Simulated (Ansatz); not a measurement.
System: F2GeH2O2···NH3.

```yaml
atoms:
  - { symbol: Ge, position_ang: [0.0317, -0.2399, 0.1033] }
  - { symbol: F, position_ang: [-0.1788, -0.1492, 1.7900] }
  - { symbol: O, position_ang: [1.7025, -0.2778, -0.3777] }
  - { symbol: H, position_ang: [1.8968, -1.0741, -0.8872] }
  - { symbol: F, position_ang: [-0.8203, 1.1091, -0.5395] }
  - { symbol: O, position_ang: [-0.6906, -1.7150, -0.4813] }
  - { symbol: H, position_ang: [-1.6242, -1.8064, -0.2659] }
  - { symbol: N, position_ang: [1.4014, 2.2900, 1.2845] }
  - { symbol: H, position_ang: [2.0954, 1.7712, 0.7516] }
  - { symbol: H, position_ang: [0.6872, 2.6234, 0.6421] }
  - { symbol: H, position_ang: [0.9532, 1.6408, 1.9545] }
```

Not at a stationary point (largest force 0.8 eV/Å).

Theory: RKS PBE0-D4/def2-SVP (Ansatz 0.2.0).

### What can the converged electron density and electron localisation function tell about the bonding?

Ge1···N8 (3.11 Å): the density falls to about 0.08 e/Å³ on the way; the ELF dips to about 0.05 between them.
Ge–O (1.74 Å): ρ at the midpoint is about 1 e/Å³; the ELF peaks at about 0.85 in the valence shell of O, 0.6 Å from its nucleus, and is about 0.30 at the midpoint.
O–H (0.96 Å): ρ at the midpoint is about 3.7 e/Å³; the ELF climbs to about 1 towards the hydrogen, as it does in any bond to H; an ordinary covalent bond to hydrogen.
N–H (1.02 Å): the density is about 2.8 e/Å³ at the midpoint; the ELF climbs to about 1 towards the hydrogen; an ordinary covalent bond to hydrogen.

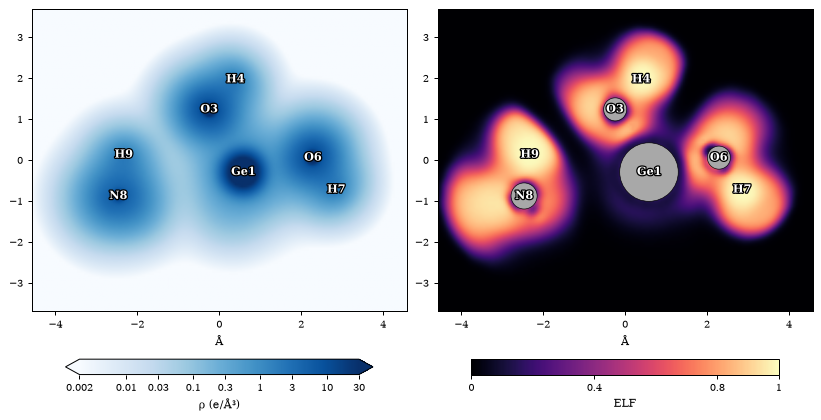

Computed electron density and electron localisation function on the plane of atoms Ge1, O6 and H7, in this order. Grey discs cover the atomic cores in the ELF map. 
